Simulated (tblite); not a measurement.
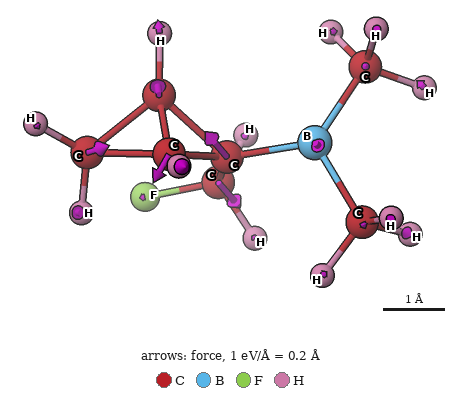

Starting geometry of C$_{7}$H$_{12}$BF with the computed forces as purple arrows. Style: ball-and-stick. Shown at a tilt.

These are results of GFN2-xTB geometry optimisation, gas phase in tblite, not measurements. 

Q: What follows when this structure is relaxed?

A: It isn't relaxed: the largest force vector, on a C atom, is 4.02 eV/Å. The final displacements have little in common with the starting forces (cosine between the two patterns 0.10). The atom that moves furthest after the best rigid fit is an H atom (2.96 Å). By element the largest moves are H 2.96 Å, F 1.75 Å, C 1.01 Å, B 0.28 Å. Near-neighbour distances that change, for instance: C–C 1.372 → 1.477 Å, C–C 1.436 → 1.522 Å, C–C 1.565 → 1.496 Å, C–H 1.019 → 1.070 Å. Among the angles between lasting bonds that change: C–C–H 102.6° → 121.4°, C–C–C 133.4° → 119.6°, C–C–C 106.0° → 119.7°. Groups turn about B–C by about 65°. Over 272 geometry steps the energy falls by 199.8 kJ/mol.
